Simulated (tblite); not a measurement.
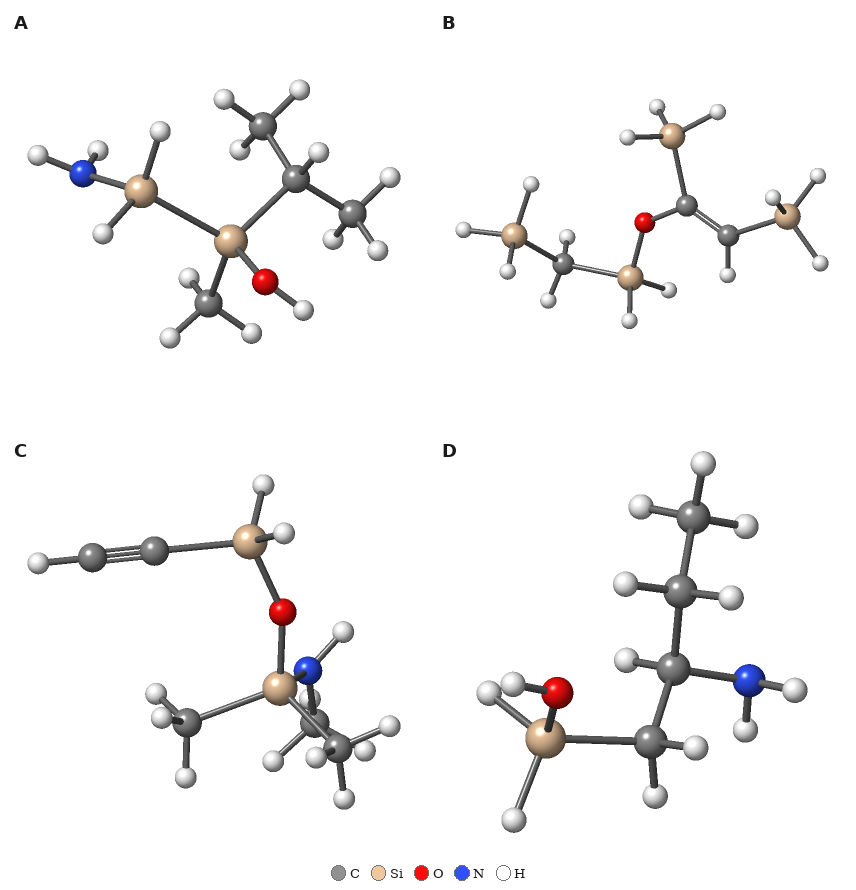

Simulated data, not a measurement (program: tblite).

**Match each picture to its SMILES.**
(1) CC(C)[Si@@](C)(O)[SiH2]N
(2) C#C[SiH2]O[Si](C)(C)NC
(3) CC[C@@H](N)C[SiH2]O
(4) [SiH3]/C=C(\[SiH3])O[SiH2]C[SiH3]

A is (1), B is (4), C is (2), D is (3).
